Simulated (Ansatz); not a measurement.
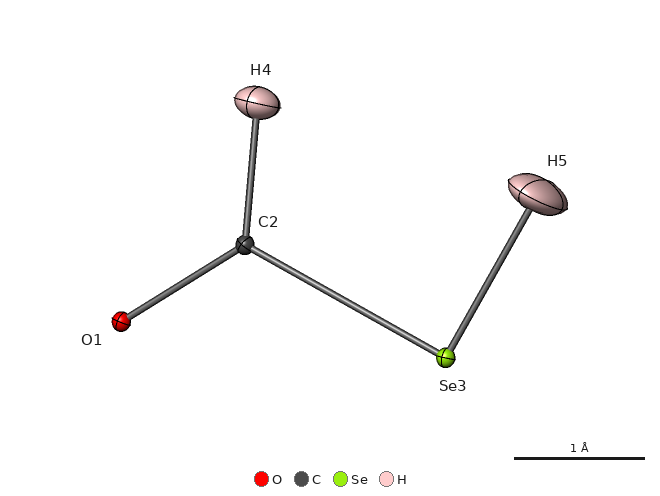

Displacement ellipsoids at the 50 % level, from the internal vibrations of the free molecule (harmonic, no overall translation or rotation; no half-axis is drawn under 0.075 Å). Vibrations computed with RKS PBE0-D4/def2-TZVP (Ansatz 0.2.0). Temperature: 200 K.

Give the displacement parameters, one line for each set of equivalent atoms.

| atom | U_eq (Å²) | rms amplitudes (Å) |
| --- | --- | --- |
| O1 | 0.00095 | 0.016, 0.017, 0.048 |
| C2 | 0.0013 | 0.030, 0.035, 0.041 |
| Se3 | 0.00007 | 0.002, 0.003, 0.013 |
| H4 | 0.0121 | 0.080, 0.117, 0.128 |
| H5 | 0.0257 | 0.082, 0.152, 0.217 |
